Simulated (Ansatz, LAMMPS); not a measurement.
# Gap against volume in glassy B2O3 (130 atoms)

Density of this cell: 2.12 g/cm³. The cell holds 130 atoms: 52 B and 78 O. Its edges and angles: a = 12.094 Å, b = 10.714 Å, c = 10.970 Å, α = 91.0°, β = 91.2°, γ = 87.1°. The starting structure: 130 atoms (52 B, 78 O) placed at random at 1.93 g/cm³, melted at 3000 K for 20 ps at fixed volume with the Buckingham and Coulomb pair potential of Guillot and Sator (Geochim. Cosmochim. Acta 71, 1249 (2007)) with the boron terms of Wang et al. (J. Non-Cryst. Solids 498, 294 (2018)). Quenched from 3000 K to 300 K at 20 K/ps and fixed volume, held 10 ps at zero pressure.

Calculated with Ansatz 0.2.0: Kohn-Sham DFT, r2SCAN, PAW (set soft_2), plane waves; cutoff 500 eV, Γ point, fixed occupations. The relaxed cell was scaled evenly and the atoms were relaxed at each volume. The gap is that between the highest filled and the lowest empty Kohn-Sham level on the run's k-points.

| volume (Å³/atom) | gap (eV) |
| --- | --- |
| 9.8242 | 6.637 |
| 10.261 | ? |
| 10.588 | 6.538 |
| 10.916 | 6.488 |
| 11.243 | 6.504 |
| 11.571 | 6.547 |

Task: Fit a straight line in ln V to the rows given and interpolate to the withheld row.

Worked fit:

A volume deformation potential makes the spacing linear in u = ln(V/V0), with V0 = 10.916 Å³ the relaxed volume; v is the spacing.

```
u = ln(V/V0)  v (eV)
   -0.105360  6.6366
  -0.0304584  6.5382
           0  6.4881
   0.0295586  6.5038
   0.0582693  6.5472
```

With n = 5: mean u = -0.00959801, mean v = 6.54278, Σ(u − ū)² = 0.015837, Σ(u − ū)(v − v̄) = -0.010640. Slope b = -0.010640 / 0.015837 = -0.67185; intercept a = v̄ − b ū = 6.5363.

At the withheld volume u = -0.06188, and v = a + b u.

Prediction at 10.261: 6.578 eV. The run gave 6.603 eV, so the fit is low by 0.025 eV (0.38 % of the value).

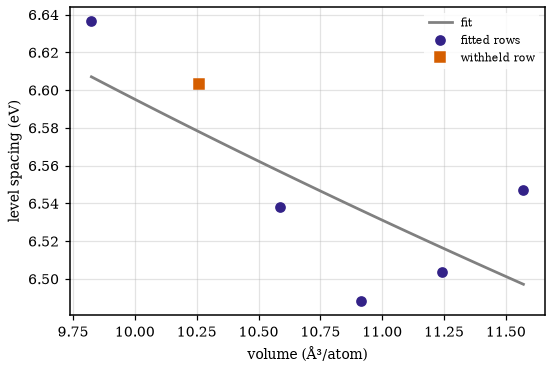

The fit, the rows that it rests on and the withheld row.

The rows follow a line only loosely (correlation 0.77 in size over all rows, under the 0.97 asked here), so the slope of -0.67 eV is a mean trend and no deformation potential. Among the rows given, the largest miss of the fit is at 11.571, by 0.050 eV (34 % of the range of the table).

Limits: The table spans 16 % in volume, wide for a linear law. Semilocal functionals tend to put gaps under measured ones. Only the Γ point is sampled. Atoms move by up to 1.2 Å in these relaxations, so the structure changes along the series. Defect or tail levels can set the spacing of a disordered cell.

[Logs are printed without paths, hosts, clocks, repeated set-up lines and the standing remarks that a program may print on its own settings, such as how far it seeks lower states.]

[Hosts, paths, dates, database ids (printed as entryN), source tags and the programs' standing remarks are cut or masked in the printed files.]
